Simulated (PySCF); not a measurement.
# C3H10BN (SMILES [NH3+][BH2-]C1CC1) at 4 levels

Aim: a comparison of 4 runs (HF/3-21G, B3LYP/6-31G*, PBE/6-31+G*, PBE/6-311+G**) of C3H10BN. Input form: a Python script.

The calculation is run with PySCF 2.14.0.

## (1) Starting point

C3H10BN: 15 atoms, total charge 0, spin state singlet. SMILES: `[NH3+][BH2-]C1CC1`. The shape is that of a GFN2-xTB optimisation. This is one conformer, not always the lowest.

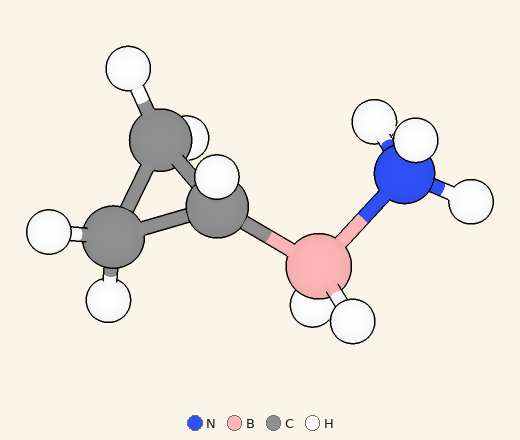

Viewed from a chosen angle; nitrogen blue, boron pink, carbon grey, hydrogen white.

## (2) Energy and gradient at HF/3-21G (run 1)

job.py reads:

```python
from pyscf import gto

mol = gto.M(
    atom='''
N       -1.353490       0.828240       1.204350
B       -0.275840       1.155600      -0.022090
C        0.742040      -0.086380       0.030070
C        0.294410      -1.459600      -0.402820
C        1.303530      -0.711050      -1.214320
H       -0.849530       0.834160       2.083670
H       -2.096420       1.517250       1.217950
H       -1.727210      -0.098600       1.030080
H       -0.933850       1.194850      -1.013380
H        0.220430       2.199940       0.263100
H        1.434270      -0.103100       0.870830
H       -0.697650      -1.570520      -0.820170
H        0.625910      -2.328790       0.150640
H        2.325700      -1.063190      -1.213010
H        0.987720      -0.308820      -2.164910
''',
    verbose=4,
    basis='3-21g',
    charge=0,
    max_memory=1860,
)

calc0 = mol.RHF()
calc0.conv_tol = 1e-10
calc0.kernel()
if not calc0.converged:
    calc0 = calc0.newton().run(calc0.mo_coeff, calc0.mo_occ)

e_tot = calc0.e_tot
print(f'total energy: {e_tot:.8f} hartree')
grad = calc0.nuc_grad_method().kernel()
dip = calc0.dip_moment()
pop, q = calc0.mulliken_pop()
```

The run is started by

```console
$ OMP_NUM_THREADS=1 python job.py
```

The program printed:

```text
PySCF version 2.14.0

[... 69 lines left out ...]
converged SCF energy = -197.427182764874
total energy: -197.42718276 hartree
[... 11 lines left out ...]
Dipole moment(X, Y, Z, Debye): -3.47035, -0.66946,  4.08290
[... 81 lines left out ...]
charge of   14H =      0.21651
```

It took 5.4 s on 1 thread of Intel Xeon at 2.70GHz, shared host; peak memory 0.14 GiB.

## (3) Energy and gradient at B3LYP/6-31G(d) (spherical functions) (run 2)

calc.py reads:

```python
import pyscf.grad
from pyscf import gto, dft

mol = gto.M(
    atom='''
N     -2.557725     1.565147     2.275892
B     -0.521262     2.183768    -0.041744
C      1.402252    -0.163235     0.056824
C      0.556354    -2.758244    -0.761219
C      2.463315    -1.343690    -2.294732
H     -1.605379     1.576334     3.937566
H     -3.961660     2.867187     2.301592
H     -3.263954    -0.186327     1.946569
H     -1.764721     2.257939    -1.915011
H      0.416552     4.157284     0.497187
H      2.710377    -0.194831     1.645630
H     -1.318367    -2.967853    -1.549897
H      1.182798    -4.400775     0.284668
H      4.394936    -2.009138    -2.292257
H      1.866520    -0.583585    -4.091087
''',
    max_memory=1860,
    charge=0,
    verbose=3,
    unit='bohr',
    basis='6-31g*',
)

calc0 = dft.RKS(mol, xc='b3lyp')
calc0.conv_tol = 1e-10
calc0.grids.level = 5
calc0.kernel()
if not calc0.converged:
    calc0 = calc0.newton().run(calc0.mo_coeff, calc0.mo_occ)

energy = calc0.e_tot
print('Final energy', energy)
grad = calc0.Gradients().kernel()
calc0.analyze()
```

The run is started by

```console
$ OMP_NUM_THREADS=1 python calc.py
```

The program printed:

```text
converged SCF energy = -199.914487182043
[... 11 lines left out ...]
MO #2   energy= -10.150549208929   occ= 2
[... 10 lines left out ...]
MO #13  energy= -0.455887949477218 occ= 2
[... 10 lines left out ...]
MO #24  energy= 0.12899601872839   occ= 0
[... 10 lines left out ...]
MO #35  energy= 0.315748884910174  occ= 0
[... 10 lines left out ...]
MO #46  energy= 0.718869422839452  occ= 0
[... 10 lines left out ...]
MO #57  energy= 0.968506752488094  occ= 0
[... 10 lines left out ...]
MO #68  energy= 1.64298279854199   occ= 0
[... 10 lines left out ...]
MO #79  energy= 2.17215207408427   occ= 0
[... 10 lines left out ...]
MO #90  energy= 2.84515311732517   occ= 0
[... 16 lines left out ...]
Dipole moment(X, Y, Z, Debye): -3.23025, -0.61864,  3.85871
```

Run time: 57 s. Hardware: 1 thread of Intel Xeon at 2.70GHz, shared host; peak memory 0.93 GiB.

## (4) Energy and gradient at PBE/6-31+G(d) (spherical functions) (run 3)

Changes to calc.py since step 3:

```diff
@@ -3,4 +3,4 @@
 
-mol = gto.M(
-    atom='''
+mol = gto.Mole()
+mol.atom = '''
 N     -2.557725     1.565147     2.275892
@@ -20,11 +20,12 @@
 H      1.866520    -0.583585    -4.091087
-''',
-    max_memory=1860,
-    charge=0,
-    verbose=3,
-    unit='bohr',
-    basis='6-31g*',
-)
+'''
+mol.max_memory = 1860
+mol.verbose = 3
+mol.spin = 0
+mol.basis = '6-31+g*'
+mol.unit = 'bohr'
+mol.build()
 
-calc0 = dft.RKS(mol, xc='b3lyp')
+calc0 = dft.RKS(mol)
+calc0.xc = 'pbe'
 calc0.conv_tol = 1e-10
@@ -35,5 +36,6 @@
 
-energy = calc0.e_tot
-print('Final energy', energy)
+e_tot = calc0.e_tot
+print(f'total energy: {e_tot:.8f} hartree')
 grad = calc0.Gradients().kernel()
-calc0.analyze()
+dip = calc0.dip_moment()
+pop, q = calc0.mulliken_pop()
```

The run is started by

```console
$ OMP_NUM_THREADS=1 python calc.py
```

The program printed:

```text
converged SCF energy = -199.629613974235
total energy: -199.62961397 hartree
[... 8 lines left out ...]
Dipole moment(X, Y, Z, Debye): -3.09271, -0.59269,  3.74965
[... 126 lines left out ...]
charge of   14H =      0.21335
```

It took 89 s on 1 thread of Intel Xeon at 2.70GHz, shared host; peak memory 1.2 GiB.

## (5) Energy and forces at PBE/6-311+G(d,p) (run 4)

job.py reads:

```python
import pyscf.grad
from pyscf import gto, dft

system = gto.M(
    atom='''
N     -2.557725     1.565147     2.275892
B     -0.521262     2.183768    -0.041744
C      1.402252    -0.163235     0.056824
C      0.556354    -2.758244    -0.761219
C      2.463315    -1.343690    -2.294732
H     -1.605379     1.576334     3.937566
H     -3.961660     2.867187     2.301592
H     -3.263954    -0.186327     1.946569
H     -1.764721     2.257939    -1.915011
H      0.416552     4.157284     0.497187
H      2.710377    -0.194831     1.645630
H     -1.318367    -2.967853    -1.549897
H      1.182798    -4.400775     0.284668
H      4.394936    -2.009138    -2.292257
H      1.866520    -0.583585    -4.091087
''',
    max_memory=1860,
    spin=0,
    unit='bohr',
    basis='6-311+g**',
    charge=0,
    verbose=4,
)

calc0 = dft.RKS(system)
calc0.xc = 'pbe'
calc0.conv_tol = 1e-10
calc0.grids.level = 5
calc0.kernel()
if not calc0.converged:
    calc0 = calc0.newton().run(calc0.mo_coeff, calc0.mo_occ)

e_final = calc0.e_tot
print('E = %.10f Eh' % e_final)
grad = calc0.Gradients().kernel()
calc0.analyze()
```

The run is started by

```console
$ OMP_NUM_THREADS=1 python job.py
```

The program printed:

```text
PySCF version 2.14.0

[... 112 lines left out ...]
MO #2   energy= -9.85981847392671  occ= 2
[... 20 lines left out ...]
MO #23  energy= 0.0082667047775548 occ= 0
[... 20 lines left out ...]
MO #44  energy= 0.179188199415479  occ= 0
[... 20 lines left out ...]
MO #65  energy= 0.542495929445348  occ= 0
[... 20 lines left out ...]
MO #86  energy= 0.987236590933492  occ= 0
[... 20 lines left out ...]
MO #107 energy= 1.66165825184565   occ= 0
[... 20 lines left out ...]
MO #128 energy= 2.24785081792815   occ= 0
[... 20 lines left out ...]
MO #149 energy= 2.85750708604087   occ= 0
[... 20 lines left out ...]
MO #170 energy= 35.2387121760708   occ= 0
[... 188 lines left out ...]
Dipole moment(X, Y, Z, Debye): -3.05850, -0.56795,  3.68189
```

Run time: 2.8 min. Hardware: 1 thread of Intel Xeon at 2.70GHz, shared host; peak memory 2.3 GiB.

## (6) Overview of the runs

```tsv
run	level	integration grid	energy (Eh)	dipole moment (D)	HOMO energy (eV)	LUMO energy (eV)	wall time
1	HF/3-21G	–	-197.427183	5.40	-9.97	5.74	5.4 s
2	B3LYP/6-31G* (spherical functions)	5	-199.914487	5.07	-6.54	0.98	57 s
3	PBE/6-31+G* (spherical functions)	5	-199.629614	4.90	-5.76	-1.19	89 s
4	PBE/6-311+G**	5	-199.689883	4.82	-5.87	-1.20	2.8 min
```

## (7) Results

| quantity | value |
| --- | --- |
| run 4: total energy | -199.68988 Eh |
| run 4: dipole moment | 4.82 D |
| run 4: HOMO energy | -5.87 eV |
| run 4: LUMO energy | -1.20 eV |
| run 4: HOMO–LUMO gap | 4.67 eV |
| run 4: largest force on an atom | 0.876 eV/Å |

In words: The dipole moment (its size) runs from 4.82 D (PBE/6-311+G**) to 5.40 D (HF/3-21G). The two ends differ in method and basis. The HOMO–LUMO gap runs from 4.58 eV (PBE/6-31+G*) to 15.71 eV (HF/3-21G). Totals of different functionals can't be ranked against each other. All runs together took 5.4 min, the longest 2.8 min.
